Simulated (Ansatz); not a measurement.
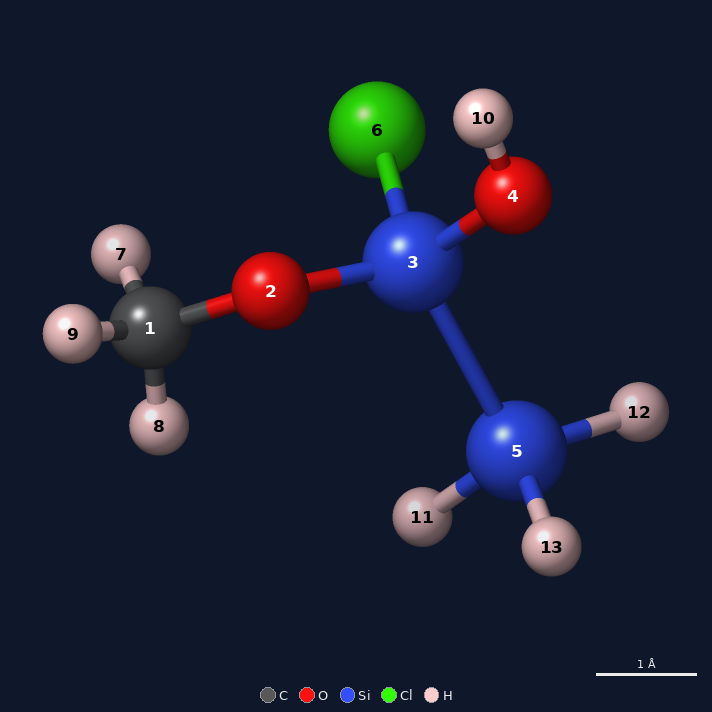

Orthographic view with a scale bar. Computed geometry: PBE0-D4/def2-TZVP optimisation. No frequency run is at hand to confirm it as a minimum.

Give an XYZ file in the frame of the picture: x to the right, y up, z towards the viewer, origin at the mean of the atomic positions.

```xyz
13
CH7ClO2Si2
C   -2.11   0.00   0.28
O   -0.90   0.37   0.91
Si   0.53   0.66   0.18
O    1.53   1.33   1.28
Si   1.56  -1.23  -0.70
Cl   0.16   1.99  -1.37
H   -2.40   0.74  -0.47
H   -2.02  -0.98  -0.21
H   -2.89  -0.06   1.04
H    1.23   2.10   1.76
H    0.62  -1.89  -1.64
H    2.79  -0.84  -1.44
H    1.91  -2.19   0.38
```
